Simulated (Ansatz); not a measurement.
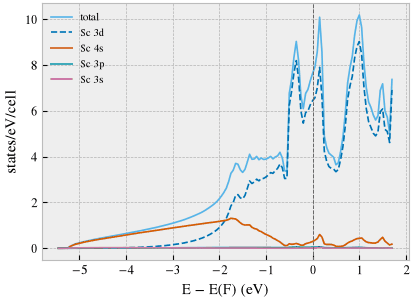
*Total and projected density of states of Sc (dhcp (α-La type), P6_3/mmc), the program Ansatz at the PBEsol level (PAW)*

### Question
Which orbitals carry the states next to the Fermi level?

### Answer
Within 0.5 eV of the Fermi level: Sc 3d 87 %, outside the projected shells 9 %. Projections are on Löwdin-orthogonalised atomic valence shells; empty p or d shells of many metals are not among them.

### Question
Where is the tallest occupied peak in this window, and what makes it?

### Answer
Near -0.3 eV, about 9.0 states/eV per cell; the largest projected share is Sc 3d.

The start of the workflow was typed in or built on a structure type. Its sites differ from those of the usual phase in this space group: another stacking or structure type. The PBEsol relaxation kept the symmetry of its start; whether a distortion lowers the energy is not shown. The run is not spin-polarised.

Potentials: the earlier of the program's two PAW sets. The files were generated under PBE; for other functionals the program regenerates the frozen cores, and for LDA and PBEsol the local potential too.
